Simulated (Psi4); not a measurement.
AsF₃: excited-state calculation

The run: excited-state calculation of AsF₃ (arsenic trifluoride), SMILES F[As](F)F. Method and program: TDDFT (BHLYP)/aug-cc-pVDZ, RKS (Psi4 1.11).

The geometry comes from this level: PBE0-D4/def2-TZVP.

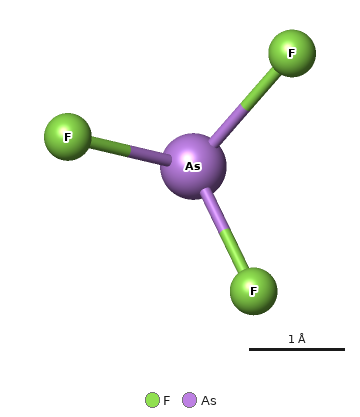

The structure as given in the input (ball-and-stick view, seen at a tilt). Bond lengths as drawn: As–F 1.72 Å.

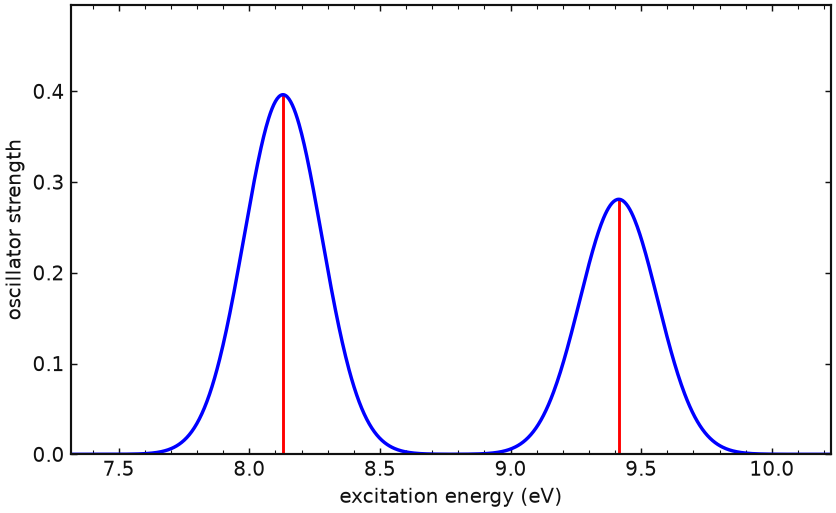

Computed excitations as sticks (degenerate states added up, dark ones marked on the axis), with a Gaussian envelope of 0.35 eV full width at half maximum, scaled to the tallest. Of the 3 states the lowest lies at 8.13 eV (f = 0.198); the strongest line is at 8.13 eV, or 153 nm (f = 0.396, summed over 2 states that lie within 0.004 eV).

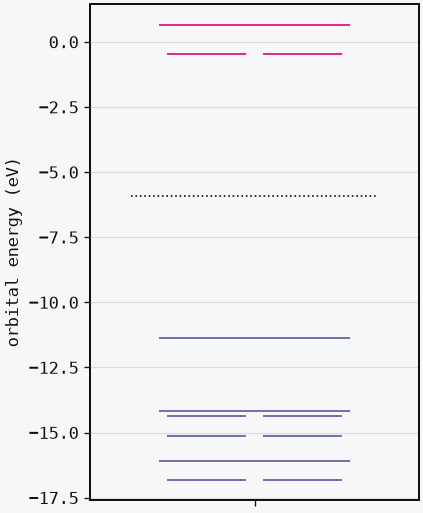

Orbital energies near the frontier; the dotted line parts filled from empty levels, and levels within 0.02 eV of each other stand side by side. Highest filled −11.37 eV, lowest empty −0.47 eV, 10.90 eV apart.

The input that produced these results follows, with the program's output.

### Input file (asf3.dat)
```python
memory 1600 MB

molecule system {
  0 1
  F     -0.445870     0.395590     1.362650
  As    -0.461950    -0.457240    -0.125630
  F      1.203970    -0.865930    -0.112740
  F     -0.296160     0.927580    -1.124280
  symmetry c1
}

set basis aug-cc-pVDZ
set puream true
set scf_type pk
set dft_radial_points 99
set dft_spherical_points 590
set save_jk true

from psi4.driver.procrouting.response.scf_response import tdscf_excitations
e_tot, wfn = energy("bhhlyp", return_wfn=True)
states = tdscf_excitations(wfn, states=3, tda=False)
print_variables()
```

Run as:
```bash
psi4 asf3.dat asf3.out -n 1
```

### The program's output
```
Psi4 1.11 release

   => Loading Basis Set <=

    Name: AUG-CC-PVDZ
    Role: ORBITAL
    Keyword: BASIS

         ---------------------------------------------------------
                                   SCF
                              RKS Reference
                        1 Threads,   1525 MiB Core
         ---------------------------------------------------------

  ==> Geometry <==

    Molecular point group: c1
    Full point group: C1

    Geometry (in Angstrom), charge = 0, multiplicity = 1:

       Center              X                  Y                   Z               Mass
    ------------   -----------------  -----------------  -----------------  -----------------
         F           -0.250035144547     0.589426715660     1.415908040828    18.998403162730
         AS          -0.266115144547    -0.263403284340    -0.072371959172    74.921594570000
         F            1.399804855453    -0.672093284340    -0.059481959172    18.998403162730
         F           -0.100325144547     1.121416715660    -1.071021959172    18.998403162730

  Running in c1 symmetry.

  Rotational constants: A =      0.19405  B =      0.19405  C =      0.13672 [cm^-1]
  Rotational constants: A =   5817.56072  B =   5817.48530  C =   4098.63825 [MHz]
  Nuclear repulsion =  325.340009706749868

  Charge       = 0
  Multiplicity = 1
  Electrons    = 60
  Nalpha       = 30
  Nbeta        = 30

  ==> Algorithm <==

  SCF Algorithm Type is PK.
  DIIS enabled.
  MOM disabled.
  Fractional occupation disabled.
  Guess Type is SAD.
  Energy threshold   = 1.00e-06
  Density threshold  = 1.00e-06
  Integral threshold = 1.00e-12

  ==> Primary Basis <==

  Basis Set: AUG-CC-PVDZ
    Blend: AUG-CC-PVDZ
    Number of shells: 41
    Number of basis functions: 105
    Number of Cartesian functions: 114
    Spherical Harmonics?: true
    Max angular momentum: 2

  ==> DFT Potential <==

   => LibXC <=

    Version 7.1.2

   => Composite Functional: BHANDHLYP <=

    BHandHLYP Hyb-GGA Exchange-Correlation Functional

    Defined through Gaussian implementation.

    Deriv               =              1
    GGA                 =           TRUE
    Meta                =          FALSE

    Exchange Hybrid     =           TRUE
    MP2 Hybrid          =          FALSE

   => Exchange Functionals <=

    0.5000         Becke 88

   => Exact (HF) Exchange <=

    0.5000               HF

   => Correlation Functionals <=

    1.0000   Lee, Yang & Parr

   => LibXC Density Thresholds  <==

    XC_HYB_GGA_XC_BHANDHLYP:  1.00E-15

   => Molecular Quadrature <=

    Radial Scheme          =       TREUTLER
    Pruning Scheme         =           NONE
    Nuclear Scheme         =       TREUTLER

    Blocking Scheme        =         OCTREE
    BS radius alpha        =              1
    Pruning alpha          =              1
    Radial Points          =             99
    Spherical Points       =            590
    Total Points           =         228180
    Total Blocks           =           1732
    Max Points             =            256
    Max Functions          =            105
    Weights Tolerance      =       1.00E-15

  ==> Integral Setup <==

  Using in-core PK algorithm.
   Calculation information:
      Number of atoms:                   4
      Number of AO shells:              41
      Number of primitives:            168
      Number of atomic orbitals:       114
      Number of basis functions:       105

      Integral cutoff                 1.00e-12
      Number of threads:                 1

  Performing in-core PK
  Using 30974790 doubles for integral storage.
  We computed 367765 shell quartets total.
  Whereas there are 371091 unique shell quartets.

  ==> DiskJK: Disk-Based J/K Matrices <==

    J tasked:                  Yes
    K tasked:                  Yes
    wK tasked:                  No
    Memory [MiB]:              927
    Schwarz Cutoff:          1E-12

  Cached 33.4% of DFT collocation blocks in 0.197 [GiB].

  Minimum eigenvalue in the overlap matrix is 2.7762579796E-03.
  Reciprocal condition number of the overlap matrix is 4.8467420722E-04.
    Using symmetric orthogonalization.

  ==> Pre-Iterations <==

  SCF Guess: Superposition of Atomic Densities via on-the-fly atomic UHF (no occupation information).

   -------------------------
    Irrep   Nso     Nmo
   -------------------------
     A        105     105
   -------------------------
    Total     105     105
   -------------------------

  ==> Iterations <==

                        Total Energy        Delta E     RMS |[F,P]|

   @RKS iter SAD: -2531.57040885587230   -2.53157e+03   0.00000e+00
   @RKS iter   1: -2535.07905142906338   -3.50864e+00   9.72022e-03 ADIIS/DIIS
   @RKS iter   2: -2535.32606719085334   -2.47016e-01   3.96878e-03 ADIIS/DIIS
   @RKS iter   3: -2535.36742563771486   -4.13584e-02   7.30261e-04 ADIIS/DIIS
   @RKS iter   4: -2535.36909766878216   -1.67203e-03   2.05033e-04 ADIIS/DIIS
   @RKS iter   5: -2535.36925420330408   -1.56535e-04   3.71281e-05 DIIS
   @RKS iter   6: -2535.36926006546219   -5.86216e-06   2.23297e-06 DIIS
   @RKS iter   7: -2535.36926013205994   -6.65977e-08   4.44897e-07 DIIS
  Energy and wave function converged.

  ==> Post-Iterations <==

   Electrons on quadrature grid:
      Ntotal   =   60.0000014081 ; deviation = 1.408e-06

    Orbital Energies [Eh]
    ---------------------

    Doubly Occupied:

       1A   -428.620518     2A    -54.960473     3A    -49.081369
       4A    -49.081369     5A    -49.079859     6A    -25.350915
       7A    -25.350911     8A    -25.350903     9A     -7.556865
      10A     -5.537070    11A     -5.537070    12A     -5.530615
      13A     -1.990162    14A     -1.990162    15A     -1.983084
      16A     -1.983084    17A     -1.979338    18A     -1.402193
      19A     -1.360381    20A     -1.360374    21A     -0.768055
      22A     -0.617686    23A     -0.617683    24A     -0.590968
      25A     -0.556029    26A     -0.556027    27A     -0.527317
      28A     -0.527313    29A     -0.520412    30A     -0.417964

    Virtual:

      31A     -0.017143    32A     -0.017140    33A      0.023786
      34A      0.041984    35A      0.076140    36A      0.076141
      37A      0.124282    38A      0.168590    39A      0.168590
      40A      0.197780    41A      0.198543    42A      0.198545
      43A      0.235968    44A      0.271479    45A      0.271480
      46A      0.277986    47A      0.298984    48A      0.298985
      49A      0.307880    50A      0.349921    51A      0.367175
      52A      0.367179    53A      0.433447    54A      0.433450
      55A      0.565897    56A      0.702808    57A      0.702812
      58A      0.754228    59A      0.754229    60A      0.780143
      61A      0.798899    62A      0.911033    63A      0.911041
      64A      1.105763    65A      1.151516    66A      1.151518
      67A      1.169798    68A      1.230839    69A      1.230847
      70A      1.390407    71A      1.390410    72A      1.397465
      73A      1.403786    74A      1.403790    75A      1.407742
      76A      1.463948    77A      1.463948    78A      1.494510
      79A      1.525060    80A      1.527420    81A      1.527427
      82A      1.710897    83A      1.710904    84A      1.826484
      85A      1.926262    86A      1.926267    87A      1.949727
      88A      2.734816    89A      2.734840    90A      2.782949
      91A      4.503527    92A      4.504949    93A      4.504950
      94A      4.559261    95A      4.590885    96A      4.590892
      97A      4.662227    98A      4.662228    99A      4.702878
     100A      4.732885   101A      4.732890   102A      4.778024
     103A      4.785243   104A      4.816456   105A      4.816460

    Final Occupation by Irrep:
              A
    DOCC [    30 ]
    NA   [    30 ]
    NB   [    30 ]

  @RKS Final Energy: -2535.36926013205994

   => Energetics <=

    Nuclear Repulsion Energy =            325.3400097067498677
    One-Electron Energy =               -4178.2472761144053948
    Two-Electron Energy =                1376.1468545210168486
    DFT Exchange-Correlation Energy =     -58.6088482454212922
    Empirical Dispersion Energy =           0.0000000000000000
    VV10 Nonlocal Energy =                  0.0000000000000000
    Total Energy =                      -2535.3692601320599351

Computation Completed

Properties will be evaluated at   0.000000,   0.000000,   0.000000 [a0]

Properties computed using the SCF density matrix

 Multipole Moments:

 ------------------------------------------------------------------------------------
     Multipole            Electronic (a.u.)      Nuclear  (a.u.)        Total (a.u.)
 ------------------------------------------------------------------------------------

 L = 1.  Multiply by 2.5417464519 to convert [e a0] to [Debye]
 Dipole X            :         -1.9872831            1.2532689           -0.7340143
 Dipole Y            :         -1.9670688            1.2404974           -0.7265714
 Dipole Z            :         -0.5404952            0.3408356           -0.1996596
 Magnitude           :                                                    1.0519253

 ------------------------------------------------------------------------------------

	total time  =         26 seconds =       0.43 minutes

******************************************************************************************
**********                               WARNING                                **********
**********       The names of excited state variables changed between 1.5       **********
**********     and 1.6. For a quick solution, remove the symmetry specifier     **********
**********   from the variable name. For full details, see 'Notes on Psivars'   **********
**********                        in the documentation.                         **********
******************************************************************************************

         ---------------------------------------------------------
                         TDSCF excitation energies
         ---------------------------------------------------------

  ==> Options <==

     Residual threshold  : 1.0000e-04
     Initial guess       : denominators
     Reference           : RHF
     Solver type         : RPA (Hamiltonian)

  ==> Requested Excitations <==

      3 singlet states with A symmetry

  ==> Seeking the lowest 3 singlet states with A symmetry

                        Generalized Hamiltonian Solver

  ==> Options <==

    Max number of iterations        = 60
    Eigenvector tolerance           = 1.0000e-04
    Max number of expansion vectors = 600

  => Iterations <=
                              Max[D[value]]     Max[|R|]   # vectors
  HamiltonianSolver iter   1:   3.55620e-01  2.43020e-01     12
  HamiltonianSolver iter   2:   1.52173e-02  1.11220e-01     18
  HamiltonianSolver iter   3:   2.24008e-03  3.05938e-02     24
  HamiltonianSolver iter   4:   2.05071e-04  1.07914e-02     30
  HamiltonianSolver iter   5:   2.21108e-05  3.49323e-03     36
  HamiltonianSolver iter   6:   2.87537e-06  1.17509e-03     42
  HamiltonianSolver iter   7:   2.05806e-07  3.40983e-04     48
  HamiltonianSolver iter   8:   1.69525e-08  9.35757e-05     54      Converged

******************************************************************************************
**********                               WARNING                                **********
**********  Length-gauge rotatory strengths are **NOT** gauge-origin invariant  **********
******************************************************************************************

                                    Excitation Energy         Total Energy        Oscillator Strength             Rotatory Strength
     #   Sym: GS->ES (Trans)        au              eV              au          au (length)    au (velocity)    au (length)    au (velocity)
    ---- -------------------- --------------- --------------- --------------- --------------- --------------- --------------- ---------------
     1        A->A (1 A)       0.29873         8.12889        -2535.07053      0.1981          0.2003         -0.0000         -0.0000
     2        A->A (1 A)       0.29873         8.12897        -2535.07053      0.1981          0.2003          0.0000          0.0000
     3        A->A (1 A)       0.34596         9.41414        -2535.02330      0.2810          0.2717          0.0000          0.0000

Contributing excitations and de-excitations
Only contributions with abs(coeff) > 1.00e-01 will be printed:

Excited State    1 (1 A):   0.29873 au   152.52 nm f = 0.1981
  Sums of squares: Xssq =  1.006573e+00; Yssq =  6.572936e-03; Xssq - Yssq =  1.000000e+00
     30a  ->  31a    -0.974410 (94.948%)
     30a  ->  35a     0.126048 ( 1.589%)

Excited State    2 (1 A):   0.29873 au   152.52 nm f = 0.1981
  Sums of squares: Xssq =  1.006573e+00; Yssq =  6.572612e-03; Xssq - Yssq =  1.000000e+00
     30a  ->  32a     0.974409 (94.947%)
     30a  ->  36a     0.126055 ( 1.589%)

Excited State    3 (1 A):   0.34596 au   131.70 nm f = 0.2810
  Sums of squares: Xssq =  1.001291e+00; Yssq =  1.291055e-03; Xssq - Yssq =  1.000000e+00
     30a  ->  33a     0.951570 (90.549%)
     30a  ->  37a    -0.259880 ( 6.754%)

******************************************************************************************
**********                               WARNING                                **********
**********       The names of excited state variables changed between 1.5       **********
**********     and 1.6. For a quick solution, remove the symmetry specifier     **********
**********   from the variable name. For full details, see 'Notes on Psivars'   **********
**********                        in the documentation.                         **********
******************************************************************************************

  Variable Map:
  ----------------------------------------------------------------------------
  "CURRENT ENERGY"              =>   -2535.369260132060
  "CURRENT REFERENCE ENERGY"    =>   -2535.369260132060
  "DD SOLVATION ENERGY"         =>       0.000000000000
  "DFT FUNCTIONAL TOTAL ENERGY" =>   -2535.369260132060
  "DFT TOTAL ENERGY"            =>   -2535.369260132060
  "DFT VV10 ENERGY"             =>       0.000000000000
  "DFT XC ENERGY"               =>     -58.608848245421
  "GRID ELECTRONS ALPHA"        =>      30.000000704033
  "GRID ELECTRONS BETA"         =>      30.000000704033
  "GRID ELECTRONS TOTAL"        =>      60.000001408066
  "NUCLEAR REPULSION ENERGY"    =>     325.340009706750
  "ONE-ELECTRON ENERGY"         =>   -4178.247276114405
  "PCM POLARIZATION ENERGY"     =>       0.000000000000
  "PE ENERGY"                   =>       0.000000000000
  "SCF ITERATION ENERGY"        =>   -2535.369260132060
  "SCF ITERATIONS"              =>       7.000000000000
  "SCF TOTAL ENERGY"            =>   -2535.369260132060
  "TWO-ELECTRON ENERGY"         =>    1376.146854521017
  "XC GRID RADIAL POINTS"       =>      99.000000000000
  "XC GRID SPHERICAL POINTS"    =>     590.000000000000
  "XC GRID TOTAL POINTS"        =>  228180.000000000000

  Array Variable Map:
  ----------------------------------------------------------------------------
  "CURRENT DIPOLE"              =>      -0.734014266234 ... -0.199659593212 1 by 3
  "SCF DIPOLE"                  =>      -0.734014266234 ... -0.199659593212 1 by 3
  "SCF TOTAL ENERGIES"          =>   -2531.570408855872 ... -2535.369260132060 1 by 8

    Psi4 run time: 0:01:08.93
```

### Results in brief

```tsv
quantity	value
outcome	converged
total energy	−2535.369260 hartree
basis functions	105
HOMO	−11.37 eV
LUMO	−0.47 eV
dipole moment	2.67 D
lowest excitation	8.13 eV
hardware	1 thread of Intel Xeon @ 2.70GHz, 189 GiB of memory available, shared host
wall time	71 s
peak memory	0.85 GiB
```
